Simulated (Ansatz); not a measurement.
# CH3BF+ (SMILES B[CH+]F): one structure at several levels

A test off equilibrium: a structure displaced at random from a GFN2-xTB minimum is computed at several levels, and each is set against CCSD(T).

Computed with Ansatz 0.2.0, Gaussian basis. Level: single points in def2-TZVPP.

Cores are frozen in the correlated methods.

### 1 Where the work starts

SMILES `B[CH+]F`, 6 atoms, charge 1, spin multiplicity 1.

Atoms are counted from 1 here; the program's logs count them from 0.

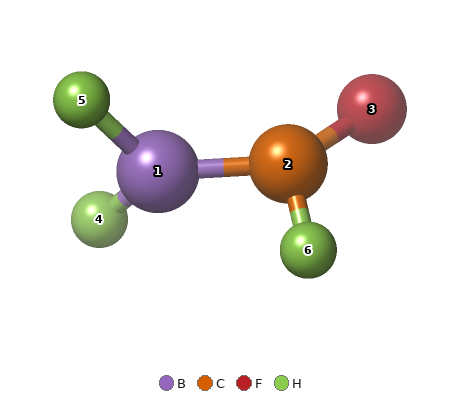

The starting geometry (boron purple, carbon orange, fluorine red, hydrogen green); atoms are numbered from 1 in the order of the file.

Coordinates:

| atom | x (Å) | y (Å) | z (Å) |
| --- | --- | --- | --- |
| B1 | -0.5958 | 0.1251 | -0.3391 |
| C2 | 0.5766 | 0.0103 | 0.3686 |
| F3 | 1.5757 | -0.7317 | 0.3023 |
| H4 | -1.4282 | -0.3441 | -0.3366 |
| H5 | -0.7797 | 0.8526 | -1.3311 |
| H6 | 0.2611 | 0.2829 | 1.2786 |

### 2 CCSD(T)/def2-TZVPP

Input file run/in.yaml:

```yaml
crystal:
  periodic: [false, false, false]
  atoms:
    - {symbol: B, position_ang: [-0.595800, 0.125100, -0.339100]}
    - {symbol: C, position_ang: [0.576600, 0.010300, 0.368600]}
    - {symbol: F, position_ang: [1.575700, -0.731700, 0.302300]}
    - {symbol: H, position_ang: [-1.428200, -0.344100, -0.336600]}
    - {symbol: H, position_ang: [-0.779700, 0.852600, -1.331100]}
    - {symbol: H, position_ang: [0.261100, 0.282900, 1.278600]}
basis:
  gaussian: {orbitals: def2-TZVPP}
total_charge: 1
correlation: {method: ccsd_t}
output: {forces: true}
```

No record of the launch command was kept for these runs.

### 3 PBE0-D4/def2-TZVPP

Edit run/in.yaml of step 2 so:

```diff
@@ -12,3 +12,3 @@
 total_charge: 1
-correlation: {method: ccsd_t}
-output: {forces: true}
+hamiltonian: {xc: pbe0, dispersion: d4}
+output: {forces: true, orbitals: {seedname: orbitals}}
```

### 4 wB97M-V/def2-TZVPP

Edit run/in.yaml of step 3 so:

```diff
@@ -12,3 +12,3 @@
 total_charge: 1
-hamiltonian: {xc: pbe0, dispersion: d4}
-output: {forces: true, orbitals: {seedname: orbitals}}
+hamiltonian: {xc: {name: wB97M-V}}
+output: {forces: true}
```

### 5 r2SCAN-D4/def2-TZVPP

Edit run/in.yaml of step 4 so:

```diff
@@ -12,3 +12,3 @@
 total_charge: 1
-hamiltonian: {xc: {name: wB97M-V}}
+hamiltonian: {xc: r2scan, dispersion: d4}
 output: {forces: true}
```

### 6 PBE-D4/def2-TZVPP

Edit run/in.yaml of step 5 so:

```diff
@@ -12,3 +12,3 @@
 total_charge: 1
-hamiltonian: {xc: r2scan, dispersion: d4}
+hamiltonian: {xc: pbe, dispersion: d4}
 output: {forces: true}
```

### 7 HSE06-D4/def2-TZVPP

Edit run/in.yaml of step 6 so:

```diff
@@ -12,3 +12,3 @@
 total_charge: 1
-hamiltonian: {xc: pbe, dispersion: d4}
+hamiltonian: {xc: hse06, dispersion: d4}
 output: {forces: true}
```

### 8 BHLYP-D4/def2-TZVPP

Edit run/in.yaml of step 7 so:

```diff
@@ -12,3 +12,3 @@
 total_charge: 1
-hamiltonian: {xc: hse06, dispersion: d4}
+hamiltonian: {xc: {name: BHLYP}, dispersion: d4}
 output: {forces: true}
```

(Steps that only read results are left out.)

**Question.** What will these runs give? Wanted: energy less free atoms, CCSD(T)/def2-TZVPP; RMS force component; RMS force error; HOMO and LUMO, PBE0-D4; T1 diagnostic.

**Answer**, as computed:

| quantity | value |
| --- | --- |
| energy less free atoms, CCSD(T)/def2-TZVPP | -914.9 kJ/mol |
| RMS force component | 3.786 to 3.858 eV/Å over the methods |
| RMS force error | PBE0-D4 0.292, wB97M-V 0.163, r2SCAN-D4 0.380, PBE-D4 0.551, HSE06-D4 0.295, BHLYP-D4 0.300 eV/Å |
| HOMO and LUMO, PBE0-D4 | -16.95 and -10.80 eV |
| T1 diagnostic | 0.022 |

What this shows: Against CCSD(T) the functionals' energies less atoms differ by -150.8 to -22.2 kJ/mol, PBE-D4 by -150.8 kJ/mol. A larger basis would deepen the CCSD(T) value, while the functionals are nearly converged already, so the order here is not reliable. For forces wB97M-V does best and PBE-D4 worst. Frozen-core CCSD(T) forces in triple zeta carry basis errors of their own, and this is one geometry, so small gaps rank nothing.
